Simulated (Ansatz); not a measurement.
Consider Mg3PbO in the anti-perovskite structure (space group Pm-3m, No. 221; a = 4.385 Å; a hypothetical phase, not in the database extracts checked). Axes: x, y, z lie along the cube axes.

Structures relaxed with DFT with PBEsol, PAW potentials and a 420 eV plane-wave cutoff in Ansatz (a quantum-chemistry and plane-wave program), no SOC.

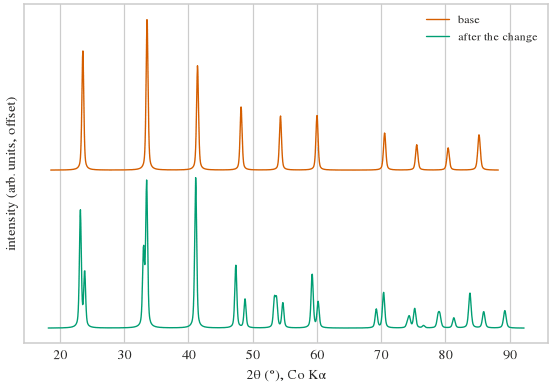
Simulated powder patterns before (top) and after one change

What was done to the base?
A) isotropic strain +4.81 %
B) isotropic strain +4.33 %
C) biaxial strain +1.64 %, plane normal [001], relaxed out of plane
D) uniaxial stress, 1 GPa tension along x

C, biaxial strain +1.64 %, plane normal [001], relaxed out of plane. Its volume per atom is 17.21 Å³ against 16.86 Å³, and its space group is P4/mmm (No. 123).

Beyond what the load breaks, stability against distortions was not tested. The final runs are not spin-polarised.
